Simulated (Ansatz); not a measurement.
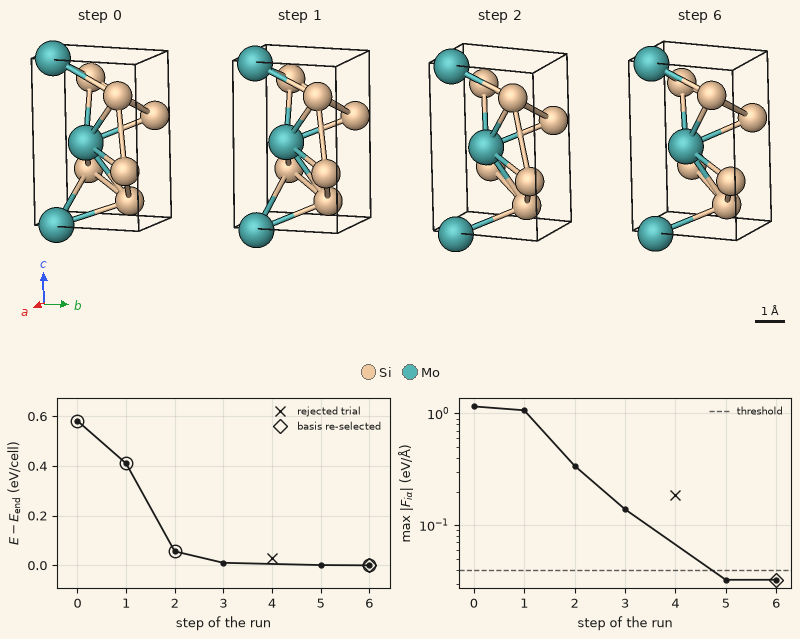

Frames of a relaxation of crystalline Si₃Mo (a generated structure, set up in P1) (coarse preliminary run), marked on the history of the run. A ball-and-stick model of the cell of the calculation, seen slightly off an axis.

Theory: DFT PBE, scalar-relativistic, plane waves, PAW (Ansatz).

Input file:
```yaml
crystal:
  lattice:
    - [4.6354027614, 0.0, 0.0]
    - [2.0547544222, 4.2105884574, 0.0]
    - [0.5044158787, 0.1532734002, 5.8412349345]
  atoms:
    - { symbol: Si, position: [0.4365319386, 0.7391217457, 0.1259715889] }
    - { symbol: Si, position: [0.2403323523, 0.9375956087, 0.6299867507] }
    - { symbol: Si, position: [0.2479837506, 0.2908066082, 0.28889535] }
    - { symbol: Si, position: [0.7900216239, 0.7577908277, 0.7860742209] }
    - { symbol: Si, position: [0.8636350751, 0.8350806815, 0.3414889121] }
    - { symbol: Si, position: [0.3362014742, 0.3563129642, 0.8441326897] }
    - { symbol: Mo, position: [0.6880734471, 0.4081253308, 0.4843453577] }
    - { symbol: Mo, position: [0.8972203382, 0.1751662331, 0.99910513] }
basis:
  ecutwfc: 420
kpoints:
  mp_grid: { grid: [4, 4, 4] }
hamiltonian:
  xc: pbe
scf:
  occupations: { method: gaussian, width: 0.1 }
  lower_state_search: "off"
output:
  forces: true
  stress: true
  eigenvalues: true
relax:
  adjacent_minimum: "off"
  f_tol: 0.04
  max_steps: 70
  cell: { stress_tol: 0.4 }
```

Run as
```bash
ansatz run input.yaml --threads 1 --pin off --max-ram 2560MiB --backend cpu --events-out ev --progress --plain --runs-dir out
```

Question: What happens along the run?

Answer: Over 4 accepted moves (6 points after the start) the energy falls by 0.582 eV per cell of the calculation. The largest force component goes from 1.2 to 0.032 eV/Å. The pressure goes from 0.93 to −0.17 GPa. The line search rejected the trial step at point 4 of the run. The SCF was repeated once at an unchanged geometry on a basis and grid sized afresh for the cell, which shifted the energy by 1.2 meV per cell of the calculation at most. The largest move relative to the cell is that of Si5, 0.33 Å along [−3 3 −1]. By element the largest moves are Si 0.33 Å, Mo 0.22 Å. The volume changes by +1.8 %, with a 4.635 → 4.628 Å (−0.2 %), b 4.685 → 4.628 Å (−1.2 %), c 5.865 → 5.938 Å (+1.2 %), α 86.5° → 90.0°, β 85.1° → 89.9°, γ 64.0° → 65.9°. Some distances before and after: Si3–Mo8 3.169 → 3.608 Å, Si4–Si5 2.624 → 3.042 Å, Si3–Si6 2.626 → 3.040 Å, Si3–Si6 (another image) 3.366 → 3.056 Å. Within 0.06 Å the space group is P1 at the start and Cmc2_1 at the end; at a tighter tolerance small leftover displacements or strains of the cell lower it. From step 0 to 1: Mo8 moves most (0.12 Å), energy −0.171 eV per cell of the calculation. From step 1 to 2: Si atoms move most (0.20 Å), volume +1.5 %, energy −0.354 eV per cell of the calculation. From step 2 to 6: Si atoms move most (0.08 Å), volume +0.4 %, energy −56.4 meV per cell of the calculation.

```tsv
step	E − E(0), meV/atom	largest force component, eV/Å	pressure, GPa	volume, Å³/atom	note
0	0.00	1.1548	0.93	14.251	
1	-21.41	1.0664	1.21	14.242	
2	-65.64	0.3400	-0.08	14.457	
3	-71.42	0.1389	0.34	14.471	
4	-69.11	0.1856	0.25	14.480	rejected
5	-72.55	0.0324	-0.18	14.508	
6	-72.70	0.0325	-0.17	14.508	same geometry, new basis
```
